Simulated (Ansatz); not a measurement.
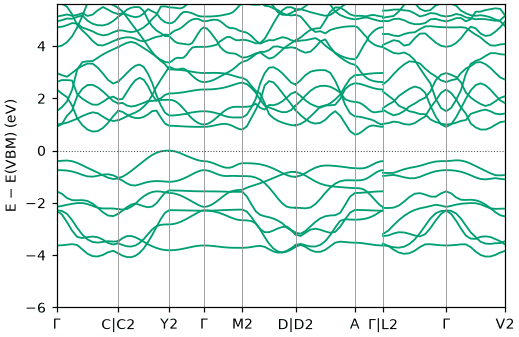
Figure. Band structure from plane-wave PAW r²SCAN (Ansatz code)

**Question.** Read off the gap and where the band edges lie.

**Answer.** About 0.6 eV (0.61 eV by a search for the band edges); maximum at Y2, minimum at A.

**Question.** Pick the material that matches.
(A) NaNiO2, C2/m (Na on 2d, Ni on 2a, O on 4i)
(B) Ge2Sb2Te5, Cm (Pearson symbol mS18)
(C) RbSb2, C2/m (Rb on 4i, Sb on 4i, Sb on 4i)
(D) Hf2N2O, C2/m (Pearson symbol mS30)

**Answer.** C, RbSb2, C2/m (Rb on 4i, Sb on 4i, Sb on 4i)

The workflow started from a Materials Project entry (that database holds measured and hypothetical structures alike); the Crystallography Open Database copy checked does not list it. Whether it is the stable phase at ambient conditions was not checked. The r²SCAN relaxation kept the symmetry of its start; its stability against distortions is not shown here. Spin–orbit coupling is left out wherever it is not named.

Potentials: the later of the program's two PAW sets.
